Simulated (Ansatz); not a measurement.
# One shape, several levels: HF (hydrogen fluoride)

Wanted: a comparison of 6 runs (HF/3-21G, B2PLYP/3-21G, B3LYP/3-21G, UB3LYP/3-21G, PBE/cc-pVDZ, CCSDT/cc-pVDZ) of HF (hydrogen fluoride). 

The results are computed with Ansatz 0.2.0.

57 further runs of the same task are left out: 1 that didn't finish, 56 set aside as unsound or not needed.

**1. The molecule**

HF has 2 atoms, charge 0, and is taken as a singlet. As SMILES, `F`. The H2–F1 distance was set to 1.150 Å, away from the relaxed value.

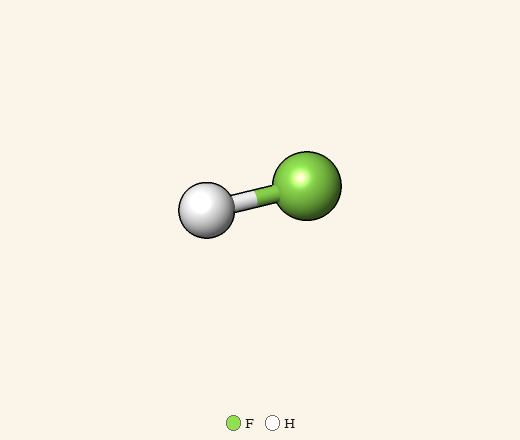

The structure, seen from a chosen angle (fluorine green, hydrogen white).

**2. A single-point energy at HF/3-21G (run 1)**

Input file in.yaml:

```yaml
crystal:
  periodic: [false, false, false]
  atoms:
    - symbol: F
      position_ang: [-0.585041, 0.216915, -0.294621]
    - symbol: H
      position_ang: [0.390000, -0.144600, 0.196400]
basis:
  gaussian:
    orbitals: 3-21G.json
hamiltonian:
  xc: hf
accuracy: high
```

The basis set 3-21G is read from a file made from the Basis Set Exchange's data (not shown).

On the command line:

```bash
$ ansatz run in.yaml --threads 1 --pin off --max-ram 2610MiB --events-out events.jsonl --progress --plain --runs-dir runs
```

The log of the run:

```text
Warning: RAYON_NUM_THREADS=1 ignored (pool sized by the plan → 1); use --threads N
Functional definition: HF
  name "HF"
  exchange = exact_x
  correlation = 0
151 factors; integrals over basis functions are off by at most 3.5e-9 eV
mean field evaluation 1: about -2704.1640 eV, gradient 2.4e1 eV
mean field evaluation 2: about -2704.1639 eV, gradient 2.4e1 eV
mean field evaluation 4: about -2705.5720 eV, gradient 2.7e0 eV
mean field evaluation 8: about -2705.5950 eV, gradient 2.2e-2 eV
mean field evaluation 16: about -2705.5950 eV, gradient 9.9e-9 eV
mean field -2705.59497297 eV, -99.4287813383 hartree, gradient 9.9e-9 eV, S^2 0.000000; 0 other end points of the search recorded, 0 dependent functions left out
reference -2705.59497297 eV, -99.4287813383 hartree; 5, 5 occupied and 6, 6 virtual orbitals, 151 factors
Total energy: -2705.59497297 eV, -99.4287813383 hartree
```

It took 0.04 s on 1 thread of Arm Neoverse V2, shared host.

**3. The energy at B2PLYP/3-21G (run 2)**

Input file input.yaml:

```yaml
crystal:
  periodic: [false, false, false]
  atoms:
    - {symbol: F, position_ang: [-0.585041, 0.216915, -0.294621]}
    - {symbol: H, position_ang: [0.390000, -0.144600, 0.196400]}
basis:
  gaussian:
    orbitals: 3-21G.json
hamiltonian:
  xc: {name: B2PLYP}
correlation:
  frozen_orbitals: {F: 1, H: 0}
accuracy: high
```

The basis set 3-21G is read from a file made from the Basis Set Exchange's data (not shown).

On the command line:

```bash
$ ansatz run input.yaml --threads 1 --pin off --max-ram 2610MiB --events-out events.jsonl --progress --plain --runs-dir runs
```

The log of the run, shortened:

```text
Warning: RAYON_NUM_THREADS=1 ignored (pool sized by the plan → 1); use --threads N
Functional definition: B2PLYP
  name "B2PLYP"
[...]
151 factors; integrals over basis functions are off by at most 3.5e-9 eV
[...]
mean field -2713.18622552 eV, -99.7077547242 hartree, gradient 3.6e-9 eV, S^2 0.000000; 0 other end points of the search recorded, 0 dependent functions left out
1 core orbitals not correlated: weight in the atoms' cores, before any rotation towards them, 1.000 or more for the frozen orbitals, at most 0.000 for the correlated occupied ones
reference -2713.18623466 eV, -99.7077550602 hartree; 4, 4 occupied and 6, 6 virtual orbitals, 151 factors
second order -4.28924698 eV of doubles, -0.00000000 eV of singles
Total energy: -2714.34433135 eV, -99.7503143284 hartree
```

It took 0.28 s on 1 thread of Arm Neoverse V2, shared host.

**4. The energy at B3LYP/3-21G (run 3)**

Input file run.yaml:

```yaml
crystal:
  periodic: [false, false, false]
  atoms:
    - {symbol: F, position_ang: [-0.585041, 0.216915, -0.294621]}
    - {symbol: H, position_ang: [0.390000, -0.144600, 0.196400]}
basis:
  gaussian:
    orbitals: 3-21G.json
hamiltonian:
  xc: {name: B3LYP}
accuracy: high
```

The basis set 3-21G is read from a file made from the Basis Set Exchange's data (not shown).

On the command line:

```bash
$ ansatz run run.yaml --threads 1 --pin off --max-ram 2610MiB --events-out events.jsonl --progress --plain --runs-dir runs
```

The log of the run:

```text
Warning: RAYON_NUM_THREADS=1 ignored (pool sized by the plan → 1); use --threads N
Functional definition: B3LYP
  name "B3LYP"
  parameter a0 = 0.2
  parameter ax = 0.72
  parameter ac = 0.81
  exchange = (1 - a0 - ax)*slater_x + ax*b88_x + a0*exact_x
  correlation = (1 - ac)*vwn_rpa_c + ac*lyp_c
151 factors; integrals over basis functions are off by at most 3.5e-9 eV
mean field evaluation 1: about -2715.3387 eV, gradient 3.0e1 eV
mean field evaluation 2: about -2713.8762 eV, gradient 4.5e1 eV
mean field evaluation 4: about -2716.8843 eV, gradient 9.8e-1 eV
mean field evaluation 8: about -2716.8845 eV, gradient 5.8e-3 eV
mean field evaluation 16: about -2716.8845 eV, gradient 3.3e-8 eV
mean field -2716.88452036 eV, -99.8436645529 hartree, gradient 3.3e-8 eV, S^2 0.000000; 0 other end points of the search recorded, 0 dependent functions left out
reference -2716.88453474 eV, -99.8436650813 hartree; 5, 5 occupied and 6, 6 virtual orbitals, 151 factors
Total energy: -2716.88453474 eV, -99.8436650813 hartree
```

It took 0.22 s on 1 thread of Arm Neoverse V2, shared host.

Runs 4 to 5 aren't shown in full; the table further down has their settings and results.

**5. The energy at CCSDT/cc-pVDZ (run 6)**

Input file molecule.yaml:

```yaml
crystal:
  periodic: [false, false, false]
  atoms:
    - {symbol: F, position_ang: [-0.585041, 0.216915, -0.294621]}
    - {symbol: H, position_ang: [0.390000, -0.144600, 0.196400]}
basis:
  gaussian:
    orbitals: cc-pVDZ
correlation:
  method: ccsdt
  frozen_orbitals: {F: 1, H: 0}
accuracy: high
scf:
  omitted_lower_state_checks: [cluster_reference, increment]
```

On the command line:

```bash
$ ansatz run molecule.yaml --threads 1 --pin off --max-ram 2610MiB --events-out events.jsonl --progress --plain --runs-dir runs
```

The log of the run:

```text
Warning: RAYON_NUM_THREADS=1 ignored (pool sized by the plan → 1); use --threads N
[... 11 lines left out ...]
1 core orbitals not correlated: weight in the atoms' cores, before any rotation towards them, 1.000 or more for the frozen orbitals, at most 0.000 for the correlated occupied ones
[... 22 lines left out ...]
Total energy: -2726.39619518 eV, -100.1932121551 hartree
Checks for a lower state left out: cluster_reference, increment
```

Wall time 0.38 s (1 thread of Arm Neoverse V2, shared host).

**6. All runs side by side**

| run | level | frozen core orbitals | energy (Eh) | wall time |
| --- | --- | --- | --- | --- |
| 1 | HF/3-21G | – | -99.428781 | 0.04 s |
| 2 | B2PLYP/3-21G | 1 | -99.750314 | 0.28 s |
| 3 | B3LYP/3-21G | – | -99.843665 | 0.22 s |
| 4 | UB3LYP/3-21G | – | -99.843665 | 0.38 s |
| 5 | PBE/cc-pVDZ | – | -100.307241 | 0.26 s |
| 6 | CCSDT/cc-pVDZ | 1 | -100.193212 | 0.38 s |

**7. Results**

| quantity | value |
| --- | --- |
| run 6: total energy | -100.19321 Eh |
| run 6: correlation energy (1 core orbital frozen) | -219.4 mEh |
| run 6: T1 diagnostic | 0.010 |

In words: Totals of different functionals can't be ranked against each other. All runs together took 1.6 s, the longest 0.38 s.
